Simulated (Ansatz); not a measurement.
In doubt: masses and optical values from hybrid runs of this build are listed as unsure (in some of the runs), which bears on the screening that GW takes from such a start.

Consider Ge2WN4 (MoSi2N4-type monolayer).

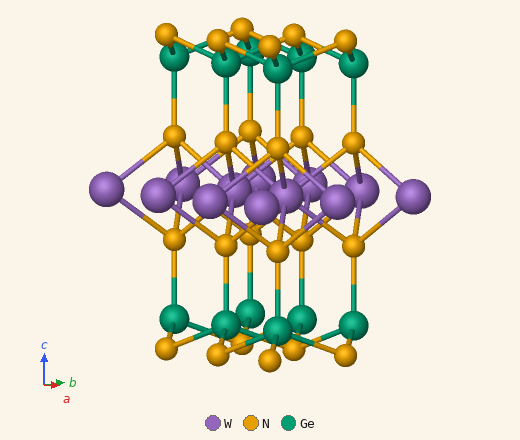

The structure (tungsten purple, nitrogen orange, germanium teal). Bonds to atoms that aren't drawn are left out. 3×2×1 cells are drawn. Some periodic images of atoms are drawn too.

The cell holds 7 atoms: 1 W, 4 N and 2 Ge. Cell: a = 3.023 Å, b = 3.023 Å, c = 38.000 Å, α = 90.0°, β = 90.0°, γ = 120.0°. Vacuum lies along c.

```xyz
7
Lattice="3.0226 0.0000 0.0000 -1.5113 2.6176 0.0000 0.0000 0.0000 38.0000" Properties=species:S:1:pos:R:3
W     0.0000    0.0000   19.0000
N     0.0000    1.7451   20.2170
N     0.0000    1.7451   17.7830
Ge    0.0000    1.7451   22.0945
Ge    0.0000    1.7451   15.9055
N     1.5113    0.8725   22.7096
N     1.5113    0.8725   15.2904
```

The structure was relaxed with PBE. The runs that relaxed it are not among those shown. Spin-orbit coupling is left out unless a run names it.

Gaps computed with Ansatz 0.2.0 without a self-energy: HSE06 1.64 eV and PBE0 2.28 eV.

Question: What gap should G0W0 on HSE06 give (6×6×1 mesh, 166 empty bands, screening to 39 eV, PAW set soft_1 files)?

About 2.11 eV: on its mesh the run moves the gap from 1.64 eV by +0.47 eV. Among the scalar-relativistic levels given, PBE0 is nearest (+0.17 eV). Bands and cutoff are finite, so the gap is not at the basis limit. The miss can reach some tenths of an eV and take either sign; the mesh is an error of its own. Mesh or cutoff lie under what a gap needs, so these runs test behaviour and cost; their gaps are not to be quoted. The mesh in the plane is coarse for a sheet; gap and any exciton binding can still move on denser ones. The many-body steps are scalar-relativistic: spin-orbit coupling is not in them.

[Paths, hosts, dates, memory and timing lines, banners, echoed tables and standing remarks are left out of the program output.]

[Logs are printed without paths, hosts, clocks, repeated set-up lines and the standing remarks that a program may print on its own settings, such as how far it seeks lower states.]

[Runs of the session that timed out or met a known fault of the program may be left out.]

[Cells called generated may have been cut or substituted from an entry of the Crystallography Open Database or the Materials Project.]

[Hosts, paths, dates, database ids (printed as entryN), source tags and the programs' standing remarks are cut or masked in the printed files.]
